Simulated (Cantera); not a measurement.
Input: 1 mol CH3SiH3, 0.15 mol CH4, 9.3 mol H2, equilibrated at 1.35 Torr.

Equilibrium computed with Cantera from the NASA thermochemical tables; the gas is ideal and each condensed phase is pure. Candidate condensed phases: C, C6H6, C7H8, C8H18, Si, SiC; 87 gas species. The feed counts by its element totals alone. Gases not in the tables: Si2H6 and higher silanes. Rates play no part.

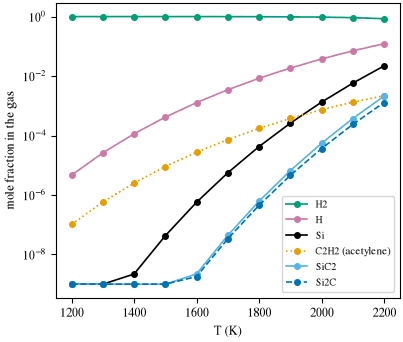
Fig. 1. Equilibrium gas composition (values under 1e-9 drawn at 1e-9)

From 1200 K to 2200 K the condensed part is C(graphite) + SiC(s).
